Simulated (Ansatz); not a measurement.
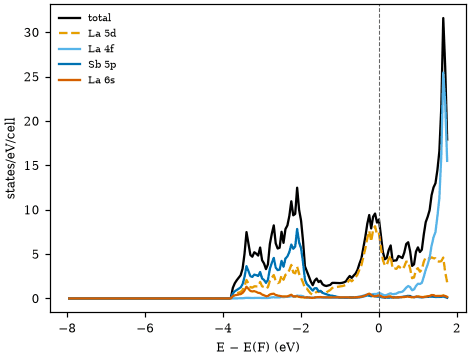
*Total and projected density of states of La₂Sb in space group I4/mmm (No. 139; La on 4e, La on 4c, Sb on 4e), r²SCAN in the plane-wave PAW code Ansatz*

**Question.** Which orbitals carry the states next to the Fermi level?

**Answer.** Within 0.5 eV of the Fermi level: La 5d 82 %, La 4f 7 %. Projections are on Löwdin-orthogonalised atomic valence shells; empty p or d shells of many metals are not among them.

**Question.** Where is the tallest occupied peak in this window, and what makes it?

**Answer.** Near -2.1 eV, about 12 states/eV per cell; the largest projected share is Sb 5p.

The workflow started from a Materials Project entry (that database holds measured and hypothetical structures alike); the Crystallography Open Database files this formula in space group No. 139, but the cells were not matched. Whether it is the stable phase at ambient conditions was not checked. Symmetry was held in the r²SCAN relaxation; whether a distortion lowers the energy is not shown. Scalar-relativistic: spin–orbit coupling is off unless named, which matters more the heavier the elements.

Potentials: the later of the program's two PAW sets.
